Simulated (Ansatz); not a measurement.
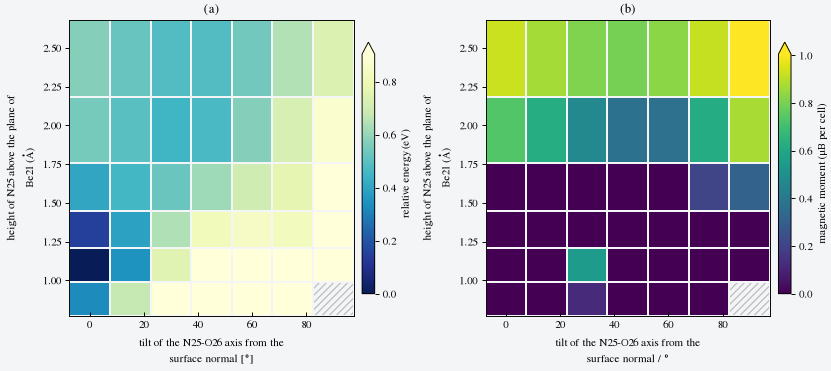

NO on a Be(100) slab cut from the P6_3/mmc phase, its upper half relaxed before the scan (24 atoms of substrate and one adsorbate in a 2 × 2 cell). NO stands on one site of a rigid substrate while its tilt and height are varied at a fixed bond length; it sits over a hollow site, heights counted from the top plane, tilted towards the diagonal of the 1 × 1 surface cell. First axis: tilt of the N25-O26 axis from the surface normal. Second axis: height of N25 above the plane of Be21. The scan uses a 7 × 6 grid. At 1 point there is no value (left out of the scan, as a rule where atoms come close). Points are written as (first, second). All energies are given in eV relative to the lowest grid point. These are results of Ansatz 0.2.0, DFT PBE, scalar-relativistic, plane waves, PAW, not measurements. Settings: cutoff 420 eV, k-mesh 6×4×1, gaussian smearing 0.1 eV, spin-polarised.

Panel (a) is the energy and panel (b) the computed magnetic moment on the same grid.

The picture shows one coloured cell a grid point, one colour for all values above the top of the scale, hatched blanks where no value was computed.

Question: How does the magnetic moment vary over the map, and what is it at the lowest grid point?

Answer: Leaving out the highest fifth of the energies, it runs from 0.00 μB per cell at (15°, 1.32 Å) to 1.01 μB per cell at (90°, 2.43 Å). At the lowest grid point, (0°, 1.10 Å), it is 0.00 μB per cell. That point lies on the edge of the scan.
